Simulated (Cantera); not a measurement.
A closed system holds: 1 mol NH3, a varied amount of O2, equilibrated at 1700 °C and 1.10 bar.

Cantera equilibrium calculation (NASA polynomials, part measured and part estimated; ideal gas, pure solids and liquids). Candidate condensed phases: H2O; 24 gas species. The numbers say what is thermodynamically allowed, not how fast it happens.

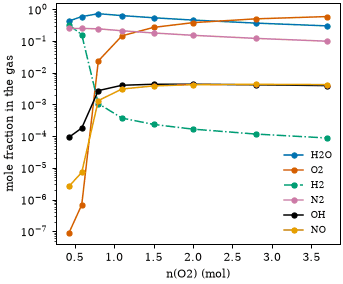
Figure. Equilibrium gas composition (values under 1e-9 drawn at 1e-9)

**Question.** Read off the mole fractions at 2.8 mol O2.

**Answer.** O2 about 0.50, H2O about 0.37, N2 about 0.12, NO about 0.0043, OH about 0.0042, H2 about 0.00012.
